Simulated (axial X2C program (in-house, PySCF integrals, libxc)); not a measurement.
## CdB⁻: relativistic diatomic calculation

System: CdB⁻, single determinant with Ω = 1 (not the lowest found). The distance is the PBE0 minimum at charge −1.
Method: expectation values, HF and Kohn-Sham, two-component X2C with atomic mean-field Coulomb and Gaunt terms, Cd dyall-acv3z, B dyall-av3z (cores contracted) (axial X2C program (in-house, PySCF integrals, libxc)).

**Log**
```
two-component X2C + atomic mean field  PBE0
basis functions 217  fitting functions 1015  grid points 5080
iter        total energy     max residual
   1      -5609.172099179     3.91e+01
   2      -5611.430988794     3.49e+01
   3      -5613.049294441     2.86e+01
   4      -5614.096971756     2.24e+01
   5      -5615.421425569     1.14e+01
   6      -5615.842159969     3.15e+00
   7      -5615.869092077     4.06e+00
   8      -5615.952667990     1.56e+00
   9      -5615.978727644     2.10e+00
  10      -5616.004167954     1.08e+00
  11      -5616.015969171     6.89e-01
  12      -5616.019774817     2.59e-01
  13      -5616.022538298     2.18e-01
  14      -5616.025398591     2.94e-01
  15      -5616.026207752     1.74e-01
  16      -5616.026723257     8.33e-02
  17      -5616.026951673     1.06e-01
  18      -5616.027104955     4.95e-02
  19      -5616.027226356     3.60e-02
  20      -5616.027312159     3.65e-02
  21      -5616.027350666     3.87e-02
  22      -5616.027376740     9.26e-03
  23      -5616.027393663     1.41e-02
  24      -5616.027401994     1.69e-02
  25      -5616.027406440     6.92e-03
  26      -5616.027409049     6.93e-03
  27      -5616.027410663     2.95e-03
  28      -5616.027411559     4.76e-03
  29      -5616.027412024     2.28e-03
  30      -5616.027412266     1.63e-03
  31      -5616.027412366     7.90e-04
  32      -5616.027412408     6.99e-04
  33      -5616.027412436     7.31e-04
  34      -5616.027412456     4.50e-04
  35      -5616.027412469     1.95e-04
  36      -5616.027412474     2.57e-04
  37      -5616.027412477     2.59e-04
  38      -5616.027412479     1.60e-04
  39      -5616.027412480     1.37e-04
  40      -5616.027412481     1.98e-04
  41      -5616.027412481     8.83e-05
  42      -5616.027412482     4.88e-05
  43      -5616.027412482     3.89e-05
  44      -5616.027412482     4.81e-05
  45      -5616.027412482     1.84e-05
  46      -5616.027412482     9.62e-06
converged
one-electron -7854.49178087  Coulomb 2345.17688734  exact exchange -39.27869793  xc functional -120.31136003  nuclear repulsion 55.92361542  atomic mean-field constant -3.04607642
```

**Expectation values by level of theory**

| quantity | PBE0 | HF | BP86 | PBE | BHandHLYP |
| --- | --- | --- | --- | --- | --- |
| effective field for an electron dipole moment (GV/cm) | −0.998 | 1.57 | −1.33 | −1.29 | −0.554 |
| field gradient at the first nucleus (a.u.) | −2.57 | −3.02 | −2.22 | −2.19 | −2.79 |
| field gradient at the second nucleus (a.u.) | −0.272 | −0.256 | −0.281 | −0.273 | −0.283 |
| A∥/gI, first nucleus (MHz) | −57.0 | −545 | 131 | 110 | −162 |
| A∥/gI, second nucleus (MHz) | 63.4 | 59.1 | 65.7 | 66.6 | 63.0 |

Each column comes from one determinant with 2 or more unpaired spinors, which can mix states, in a basis with contracted cores. The levels disagree widely: the effective field runs from −1.33 to 1.57 GV/cm and A∥/gI at the first nucleus runs from −545 to 131 MHz. They may not all have settled in the same state, and these values aren't reliable properties of the molecule.

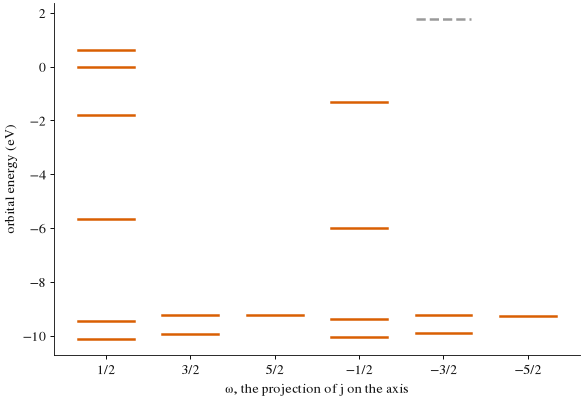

Figure 1. Orbital energies (PBE0) near the frontier at 2.27 Å, filled (solid) and empty (dashed). The highest filled spinor (1/2; 34 % B p, 29 % Cd p) lies at 0.62 eV, the lowest empty one (−3/2; 54 % B p, 43 % Cd p) at 1.77 eV. A filled level above zero is held only by the finite basis .

**Input**
```
{"zs": [48, 5], "q": -1, "bas": ["dyall-acv3z", "dyall-av3z"], "r0": 2.21, "levels": ["PBE0", "HF", "BP86", "PBE", "BHandHLYP"], "nst": 3}
```

The line is the task of a batch: nuclear charges, charge, bases, the levels to run, a first guess of the distance and further settings. This report covers the levels named above. The log is that of the reference distance.

The run was one of a batch that the task file lists, launched with:
```bash
python <driver script> task.json out
```

**Key numbers**

- outcome: converged; the levels of theory disagree widely; a filled level lies above zero
- hardware: 1 thread of Arm Neoverse V1, 24 GiB of memory available, shared host
- wall time: 7.6 s
- peak memory: 0.39 GiB

**Remarks**

The highest filled level (PBE0, up to 0.62 eV) lies above zero. That is common for anions, where the functional's self-interaction leaves the outer electrons unbound; only the finite basis holds them, so such levels depend on it.
